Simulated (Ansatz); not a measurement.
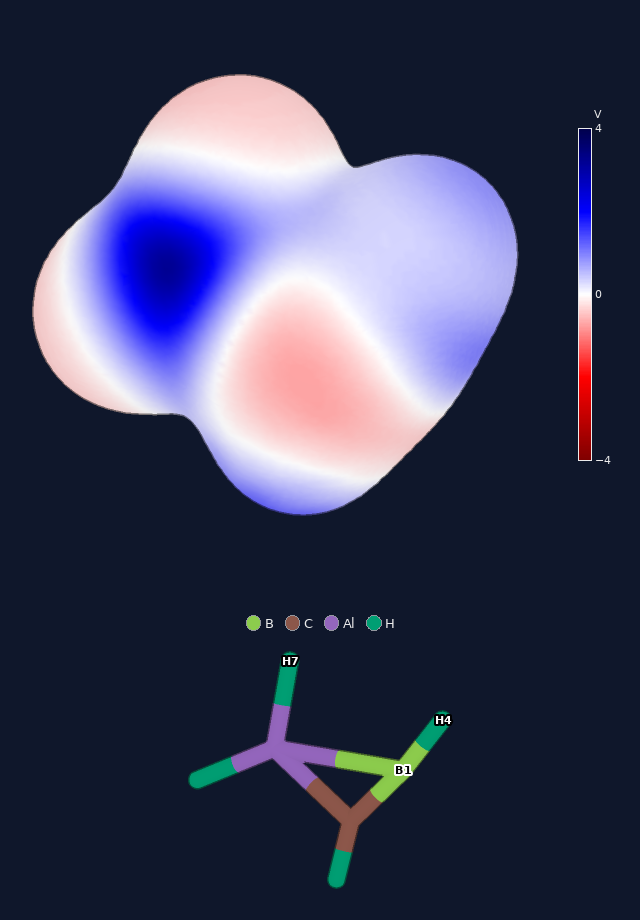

*CH$_{4}$AlB. The molecular electrostatic potential painted on the density surface at 0.002 e/bohr³, seen at a tilt; red is negative and blue positive. The bare structure is drawn below in the same view.*

Geometry: PBE0-D4/def2-TZVP.

Level of theory: Ansatz 0.2.0, RKS PBE0-D4/def2-TZVPP.

The calculation's input:

```
crystal:
  periodic: [false, false, false]
  atoms:
    - {symbol: B, position_ang: [-0.378351, -0.837138, -1.109209]}
    - {symbol: C, position_ang: [-0.996306, 0.010770, -0.255400]}
    - {symbol: Al, position_ang: [0.590195, 0.495784, 0.755736]}
    - {symbol: H, position_ang: [0.290450, -1.538791, -1.773226]}
    - {symbol: H, position_ang: [-1.918598, 0.472900, 0.051537]}
    - {symbol: H, position_ang: [0.412233, 1.525513, 1.944515]}
    - {symbol: H, position_ang: [2.000376, -0.129058, 0.386048]}
basis:
  gaussian: {orbitals: def2-TZVPP}
hamiltonian: {xc: pbe0, dispersion: d4}
output: {orbitals: {seedname: orbitals}}
```

Run with:

```sh
ansatz run in.yaml --threads 2 --pin off --events-out ev --progress --plain --max-ram 4352MiB
```

Describe the electrostatic potential map.

Answer. The most negative region (about −0.7 V) lies over the π face of C2, the most positive (about +3.0 V) over Al3.
